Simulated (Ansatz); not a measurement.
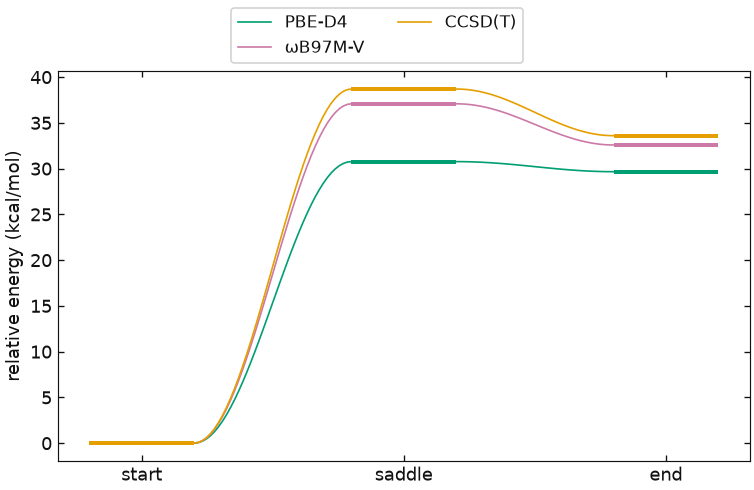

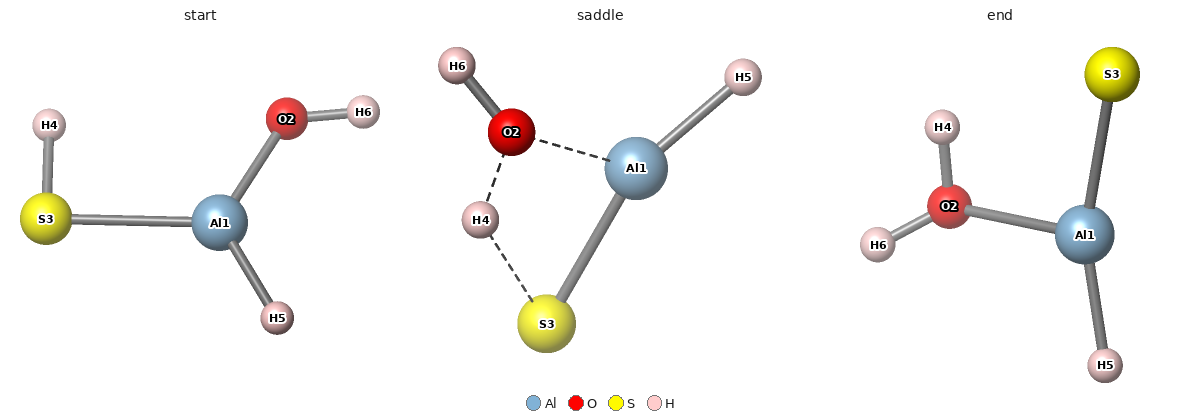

One elementary step of AlH₃SO, singlet: start, first-order saddle point (changing pairs dashed) and end. Electronic energies at PBE0-D4/def2-TZVP geometries, energies in def2-TZVPP, the Ansatz code 0.2.0; cores frozen in correlated methods, no zero-point terms. Start and end are the structures at the ends of the path (complexes, where there are several molecules). Lines between the levels only guide the eye.

In the step O2–H4 (2.98 → 1.17 → 0.98 Å) forms; S3–H4 (1.35 → 1.81 → 2.57 Å) breaks; Al1–O2 (1.69 → 1.85 → 1.96 Å) lengthens (lengths at start, saddle and end; changes of bond order aren't listed).

**Is the step uphill or downhill with PBE-D4?**

Uphill by 29.7 kcal/mol in electronic energy, over a barrier of 30.8 kcal/mol.

**Give the barriers and step energies (kcal/mol).**

| level | barrier | reverse barrier | step energy |
| --- | --- | --- | --- |
| PBE-D4 | 30.8 | 1.1 | 29.7 |
| ωB97M-V | 37.1 | 4.5 | 32.6 |
| CCSD(T) | 38.7 | 5.1 | 33.6 |
